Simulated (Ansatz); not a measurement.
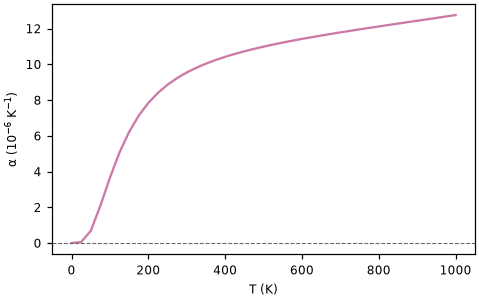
Linear thermal expansion of AlCo in the CsCl type structure from the quasi-harmonic free energy, Ansatz (a first-principles code), PBEsol functional, plane-wave PAW

The cell was generated from a structure type, relaxed within its symmetry, and need not be the phase found at ambient conditions.

Question: Read off α at 500 K, and say whether it is negative anywhere.

Answer: About 11 × 10⁻⁶ K⁻¹. It is not negative in the range shown.
